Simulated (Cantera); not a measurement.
Feed: 1 mol HgO, a varied amount of H2, equilibrated at 673 K and 0.133 bar.

Method: chemical equilibrium by Gibbs-energy minimisation in Cantera with the NASA 1993 tables (ideal gas, pure condensed phases). Candidate condensed phases: H2O, Hg, HgO; 10 gas species. Kinetics and transport are ignored.

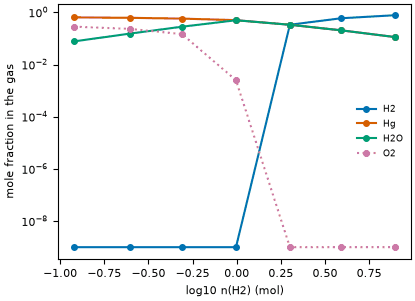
Fig. 1. Equilibrium gas composition (values under 1e-9 drawn at 1e-9)

Question: Read off the mole fractions at 0.12 mol H2.

Answer: Hg about 0.64, O2 about 0.28, H2O about 0.077.
